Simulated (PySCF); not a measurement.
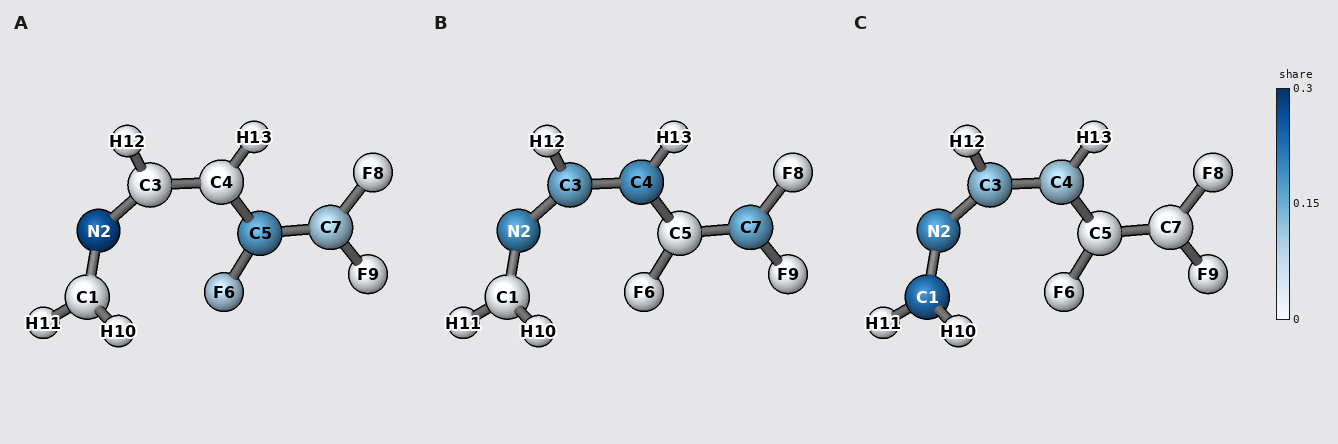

Each panel colours the atoms by their Löwdin share in one orbital (up to four of the largest shares; other atoms are shown as zero). Computed geometry: GFN2-xTB optimisation. No frequency run is at hand to confirm it as a minimum. Computed with CAM-B3LYP/def2-SVPD (PySCF 2.14.0).

**The panels show the HOMO−1, HOMO, LUMO, in some order. Which is which?**

A: HOMO−1, −9.70 eV; N2 0.26, C5 0.17, C7 0.10, F6 0.09
B: HOMO, −7.46 eV; N2 0.19, C4 0.18, C7 0.15, C3 0.15
C: LUMO, −0.22 eV; C1 0.23, N2 0.19, C3 0.13, C4 0.11
